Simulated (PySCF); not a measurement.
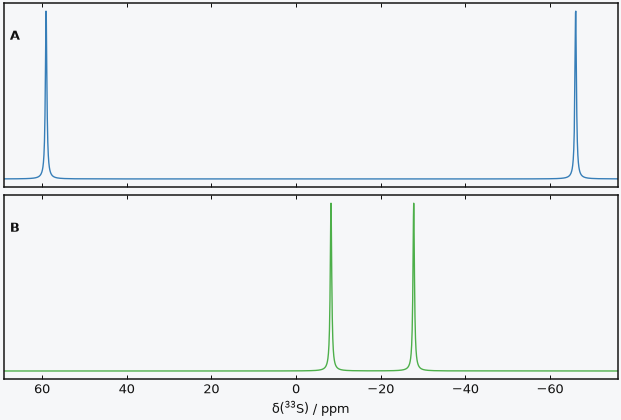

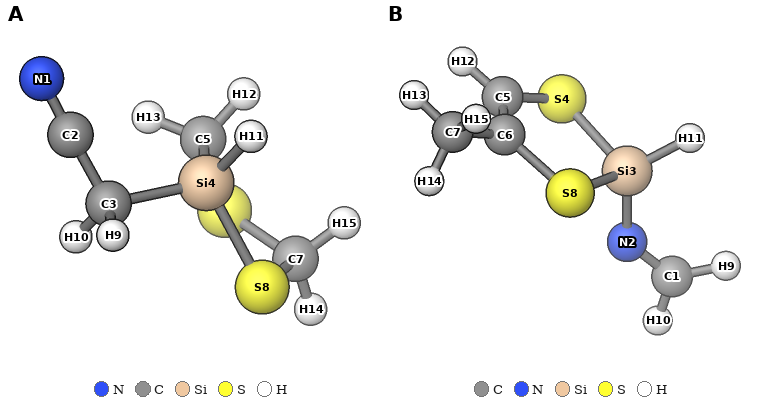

Related molecules: A is C₄H₇NS₂Si, SMILES N#CC[Si@@H]1CSCS1; B is C₄H₇NS₂Si, SMILES C=N[Si@H]1SC=C(C)S1. GIAO ³³S shifts against CS₂, PBE0/pcSseg-1 in PySCF 2.14.0, at a GFN2-xTB geometry (no frequency check); fully decoupled, line heights follow the number of nuclei within a panel, widths are arbitrary (no quadrupolar broadening); values of one conformer, averaged over methyl-type rotors and exact or near symmetry; other conformers aren't averaged in.

> Assign the ³³S signals of each molecule.

A: 59.0 (S6); −66.1 (S8)
B: −8.3 (S8); −27.8 (S4)

Caveats, for all or some of the runs: the tight-binding geometry is rougher than a DFT one and adds to the error.
